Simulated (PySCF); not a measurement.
Core-level calculation, with input and output: C$_{2}$HF$_{2}$N

- system: C$_{2}$HF$_{2}$N (Difluoroacetonitrile), SMILES N#CC(F)F
- method: delta-SCF UKS SCAN, pcX-2 on the ionised atom, pcseg-1 elsewhere, spin-free X2C (PySCF 2.14.0)

Figures and captions count atoms from 1; the log counts them from 0 in places.

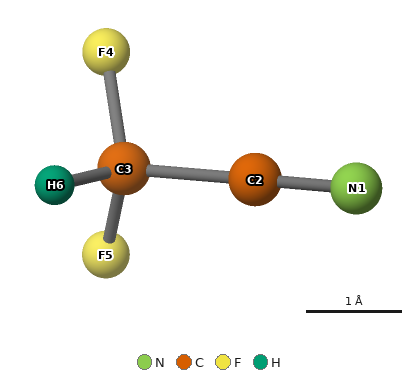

*The structure (ball-and-stick view, seen at a tilt; atoms are numbered from 1 in the order of the input).*

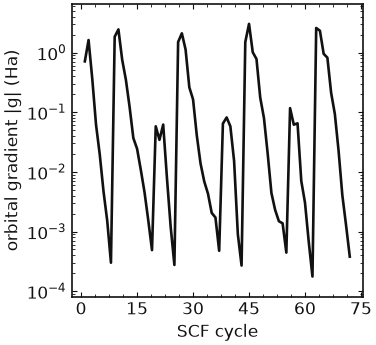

*Convergence of the self-consistent field: orbital gradient |g| against the SCF cycle.*

All cycles printed in the log are drawn one after another.

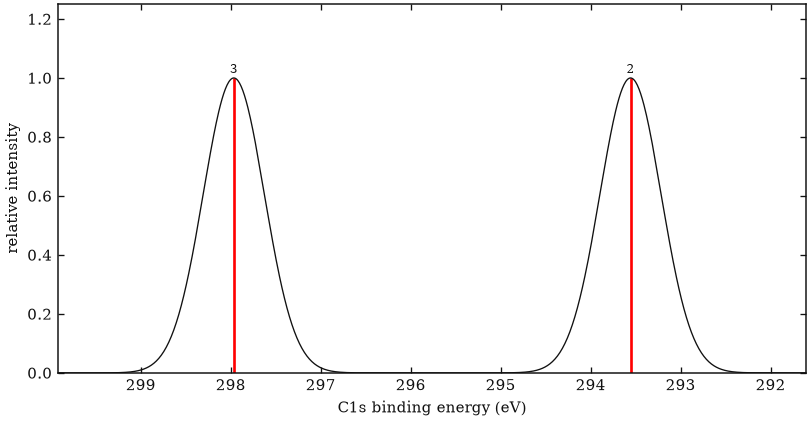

*C1s binding energies by ΔSCF of the atoms computed, labelled by atom number, with a Gaussian envelope of 0.8 eV full width.*

They run from 293.56 eV (atom 2) to 297.97 eV (atom 3).

The input that produced these results follows, with the program's output.

The input:
```
{"job": {"kind": "xps"}, "charge": 0, "multiplicity": 1}
N      0.459389     2.085753    -0.339540
C      0.214717     0.972552    -0.155185
C     -0.114210    -0.444466     0.118346
F     -1.045967    -0.863115    -0.747545
F      0.985796    -1.195228    -0.023212
H     -0.499727    -0.555473     1.147136
```

The first line tells a small driver script what to run in PySCF; the rest is the geometry in Å.

Output:
```
ground state, core basis on atom 0 (N), 106 functions
  cycle   1  E = -331.20479919  |g| = 7.11e-01
  cycle   2  E = -330.76897947  |g| = 1.62e+00
  cycle   3  E = -331.27167959  |g| = 3.58e-01
  cycle   4  E = -331.29800452  |g| = 6.17e-02
  cycle   5  E = -331.29866743  |g| = 1.95e-02
  cycle   6  E = -331.29874564  |g| = 4.74e-03
  cycle   7  E = -331.29874832  |g| = 1.51e-03
  cycle   8  E = -331.29874929  |g| = 3.00e-04
  E(ground) = -331.29586531 Eh
hole in N 1s of atom 0
  cycle   1  E = -315.66596146  |g| = 1.84e+00
  cycle   2  E = -314.10720310  |g| = 2.44e+00
[... 9 cycles left out ...]
  E(ion) = -316.34943167 Eh   <S^2> = 0.8299   hole on atom = 1.000   binding energy = 406.713 eV
ground state, core basis on atom 1 (C), 106 functions
[... 6 cycles left out ...]
  E(ground) = -331.29126258 Eh
hole in C 1s of atom 1
[... 12 cycles left out ...]
  E(ion) = -320.50323725 Eh   <S^2> = 0.8341   hole on atom = 1.000   binding energy = 293.557 eV
ground state, core basis on atom 2 (C), 106 functions
[... 6 cycles left out ...]
  E(ground) = -331.29225902 Eh
hole in C 1s of atom 2
[... 12 cycles left out ...]
  E(ion) = -320.34219046 Eh   <S^2> = 0.7731   hole on atom = 1.000   binding energy = 297.967 eV
ground state, core basis on atom 3 (F), 106 functions
[... 7 cycles left out ...]
  E(ground) = -331.32990711 Eh
hole in F 1s of atom 3
  cycle   1  E = -304.91597836  |g| = 2.58e+00
  cycle   2  E = -304.47463130  |g| = 2.32e+00
  cycle   3  E = -305.39398856  |g| = 9.51e-01
  cycle   4  E = -305.47524989  |g| = 8.20e-01
  cycle   5  E = -305.77678967  |g| = 2.12e-01
  cycle   6  E = -305.79364035  |g| = 9.31e-02
  cycle   7  E = -305.79635611  |g| = 2.25e-02
  cycle   8  E = -305.79658782  |g| = 4.09e-03
  cycle   9  E = -305.79659421  |g| = 1.28e-03
  cycle  10  E = -305.79659478  |g| = 3.79e-04
  E(ion) = -305.80412967 Eh   <S^2> = 0.7572   hole on atom = 1.000   binding energy = 694.592 eV
```

Summary:

```json
{"quantity": "outcome", "value": "converged"}
{"quantity": "hardware", "value": "1 CPU thread, shared host"}
{"quantity": "wall time", "value": "12 s"}
{"quantity": "peak memory", "value": "0.77 GiB"}
```
